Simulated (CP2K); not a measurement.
**CH6InP (SMILES [CH3][InH][PH2]): a first try and a second**

Wanted: energy and gradient of CH6InP, GFN1-xTB.

The calculation is run with CP2K 2026.2.

6 further runs of the same task are left out: 2 that didn't finish, 4 set aside as unsound or not needed.

### Step 1. The structure to begin with

The species is CH6InP (9 atoms), meant as a singlet with charge 0. As SMILES, `[CH3][InH][PH2]`. Geometry: a GFN2-xTB relaxation, a rough one for these elements and not checked as a minimum. This is one conformer, not always the lowest.

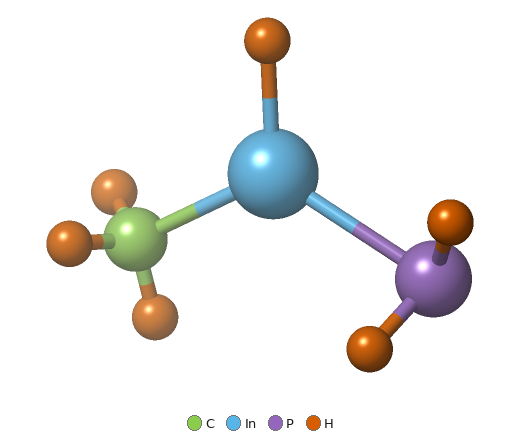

Viewed from a chosen angle; carbon green, indium blue, phosphorus purple, hydrogen orange.

### Step 2. First attempt

mol.inp

```
&global
 project_name mol
 run_type ENERGY_FORCE
 print_level MEDIUM
&end
&force_eval
 method Quickstep
 &dft
  charge -4
  # Quickstep
  &qs
   method XTB
   eps_default 1.0E-10
   &xtb
    gfn_type TBLITE
    &tblite
     method GFN1
    &end
    check_atomic_charges F
   &end
  &end
  # no periodic images
  &poisson
   periodic NONE
   poisson_solver ANALYTIC
  &end
  # SCF settings
  &scf
   scf_guess ATOMIC
   eps_scf 1.0E-07
   max_scf 62
   added_mos 8
   &diagonalization
    algorithm STANDARD
   &end
   &mixing
    method DIRECT_P_MIXING
    alpha 0.4
   &end
   &smear ON
    method FERMI_DIRAC
    electronic_temperature [K] 300
   &end
  &end
  # extra output
  &print
   &moments
    periodic F
    reference COM
    max_moment 1
   &end
   &mo ON
    energies T
    occupation_numbers T
    ndigits 6
    &each
     qs_scf 0
    &end
    add_last NUMERIC
   &end
   &hirshfeld OFF
   &end
  &end
 &end
 &subsys
  &cell
   abc 12.1 12.2 12.4
   periodic NONE
  &end
  &coord
   UNIT bohr
   C     -1.8377398     2.1517555    -1.8813924
   In     1.2303818    -0.4677639    -0.6030116
   P      0.5939031    -3.8179271     2.7770470
   H     -2.0307564     2.1180806    -3.9296855
   H     -3.6055974     1.5354970    -1.0193372
   H     -1.4302581     4.0802022    -1.2845413
   H      4.2337424    -0.1371941    -2.0814766
   H      3.0844677    -3.5558221     3.6194869
   H     -0.2381433    -1.9068281     4.4029107
  &end
  &topology
   &center_coordinates
   &end
  &end
 &end
 &print
  &forces ON
  &end
 &end
&end
```

Run with:

```bash
$ OMP_NUM_THREADS=1 cp2k.psmp mol.inp > mol.out
```

Log:

```text
CP2K| version string:                                       CP2K version 2026.2
[...]
 GLOBAL| Method name                                                        CP2K
[...]
 GLOBAL| Run type                                                   ENERGY_FORCE
[...]
                             - Atoms:                                          9
[...]
                             - Spherical basis functions:                     34
[...]
 Number of electrons:                                                         22
[...]
  *** SCF run converged in    38 steps ***
[...]
  Fermi energy:                                                -1.87626172353739
[...]
 TB_DIPOLE| Moment [Debye]        -48.55807222       5.81173853      30.14892102
 TB_DIPOLE| Derivative [a.u.]       0.00000000       0.00000000       0.00000000
[...]
 ENERGY| Total FORCE_EVAL ( QS ) energy [hartree]           -153.473627740687590
 FORCES| Atomic forces [hartree/bohr]
 FORCES|   Atom     x               y               z               |f|
 FORCES|      1  4.46602091E+00 -3.80338344E+00  1.76626319E+00   6.12623489E+00
 FORCES|      2 -1.19803954E+00 -2.76033879E+00  3.87292666E+00   4.90452138E+00
 FORCES|      3  1.27499058E+00  7.16843999E+00 -8.22261271E+00   1.09828727E+01
 FORCES|      4  4.73136398E-01 -4.36603898E-01 -5.27396047E-01   8.32242516E-01
 FORCES|      5 -4.11004581E-02 -6.85737446E-01  5.00162379E-01   8.49757317E-01
 FORCES|      6  7.10344959E-01  2.27482994E-01  4.31938041E-01   8.61921658E-01
 FORCES|      7 -5.99825242E+00 -7.53336822E-01  3.00491304E+00   6.75100369E+00
 FORCES|      8  4.37541504E-01  3.60549561E-01 -4.67515963E-01   7.34853542E-01
 FORCES|      9 -1.24641933E-01  6.82927847E-01 -3.58678591E-01   7.81393874E-01
 FORCES| Sum    -8.88178420E-16  4.21884749E-15  2.83106871E-15
 FORCES| Total atomic force                                       5.15775970E-15
[...]
```

It took 0.51 s on 1 thread of Arm Neoverse N1, shared host; peak memory 0.14 GiB.

### Step 3. Reading the log

The run finished; that doesn't make the result usable.

What is wrong: the charge typed isn't that of the species meant. To mend it: charge 0 in place of -4.

### Step 4. The mended input

job.inp

```
&global
 project job
 run_type ENERGY_FORCE
 print_level MEDIUM
&end global

&force_eval
 method QS
 &dft
  charge 0
  multiplicity 1
  &qs
   method XTB
   eps_default 1.0E-10
   &xtb
    gfn_type TBLITE
    &tblite
     method GFN1
    &end tblite
    check_atomic_charges F
   &end xtb
  &end qs
  &poisson
   periodic NONE
   poisson_solver ANALYTIC
  &end poisson
  &scf
   scf_guess ATOMIC
   eps_scf 1.0E-07
   max_scf 150
   added_mos 8
   &diagonalization
    algorithm STANDARD
   &end diagonalization
   &mixing
    method DIRECT_P_MIXING
    alpha 0.4
   &end mixing
   &smear ON
    method FERMI_DIRAC
    electronic_temperature [K] 300
   &end smear
  &end scf
  &print
   &moments
    periodic F
    reference COM
    max_moment 1
   &end moments
   &mo ON
    energies T
    occupation_numbers T
    ndigits 6
    &each
     qs_scf 0
    &end each
    add_last NUMERIC
   &end mo
   &hirshfeld OFF
   &end hirshfeld
  &end print
 &end dft
 &subsys
  &cell
   abc [angstrom] 12.1 12.2 12.4
   periodic NONE
  &end cell
  &coord
   UNIT bohr
   C     -1.8377398     2.1517555    -1.8813924
   In     1.2303818    -0.4677639    -0.6030116
   P      0.5939031    -3.8179271     2.7770470
   H     -2.0307564     2.1180806    -3.9296855
   H     -3.6055974     1.5354970    -1.0193372
   H     -1.4302581     4.0802022    -1.2845413
   H      4.2337424    -0.1371941    -2.0814766
   H      3.0844677    -3.5558221     3.6194869
   H     -0.2381433    -1.9068281     4.4029107
  &end coord
  &topology
   &center_coordinates
   &end center_coordinates
  &end topology
 &end subsys
 &print
  &forces ON
  &end forces
 &end print
&end force_eval
```

Run with:

```bash
$ OMP_NUM_THREADS=1 cp2k.psmp job.inp > job.out
```

Log:

```text
CP2K| version string:                                       CP2K version 2026.2
[...]
 GLOBAL| Method name                                                        CP2K
[...]
 GLOBAL| Run type                                                   ENERGY_FORCE
[...]
                             - Atoms:                                          9
[...]
                             - Spherical basis functions:                     34
[...]
 Number of electrons:                                                         18
[...]
  *** SCF run converged in    12 steps ***
[...]
  Fermi energy:                                                -0.24874147837043
[...]
 TB_DIPOLE| Moment [Debye]          0.13095903      -0.46209752       0.63704233
 TB_DIPOLE| Derivative [a.u.]       0.00000000       0.00000000       0.00000000
[...]
 ENERGY| Total FORCE_EVAL ( QS ) energy [hartree]             -9.478015580897530
 FORCES| Atomic forces [hartree/bohr]
 FORCES|   Atom     x               y               z               |f|
 FORCES|      1  4.48706187E-04 -3.89221855E-03  3.46581686E-03   5.23092621E-03
 FORCES|      2  4.96961658E-03 -2.47435801E-03 -2.26961393E-03   5.99755649E-03
 FORCES|      3 -2.01590466E-03  1.65077444E-03 -3.03568810E-03   4.00054123E-03
 FORCES|      4 -1.76166713E-03  1.14724499E-03 -7.78896078E-04   2.24194586E-03
 FORCES|      5 -2.21287674E-03  3.12122071E-03 -1.80837322E-03   4.23190925E-03
 FORCES|      6 -1.80387124E-03  1.35588945E-03 -5.50386790E-04   2.32278137E-03
 FORCES|      7  2.12623963E-03  5.52976112E-04 -1.57927151E-03   2.70569327E-03
 FORCES|      8  1.23666456E-03 -9.67397654E-04  2.43320143E-03   2.89580156E-03
 FORCES|      9 -9.86907192E-04 -4.94131492E-04  4.12321134E-03   4.26837480E-03
 FORCES| Sum     1.69135539E-17 -4.55364912E-18  4.25007252E-17
 FORCES| Total atomic force                                       4.59686378E-17
[...]
```

Run time: 0.44 s. Hardware: 1 thread of Arm Neoverse N1, shared host; peak memory 0.14 GiB.

### Step 5. Outcome

Level: GFN1-xTB.

```
                                 quantity        value
                             total energy  -9.47802 Eh
dipole moment (from atomic charges alone)       0.80 D
                              HOMO energy    -10.15 eV
                              LUMO energy     -5.87 eV
                            HOMO–LUMO gap      4.27 eV
                 largest force on an atom   0.308 eV/Å
```

In words: The dipole comes from point charges on the atoms alone, without atomic dipoles, so it is partial. The largest force is 0.31 eV/Å: the shape isn't a stationary point for this species at this level.
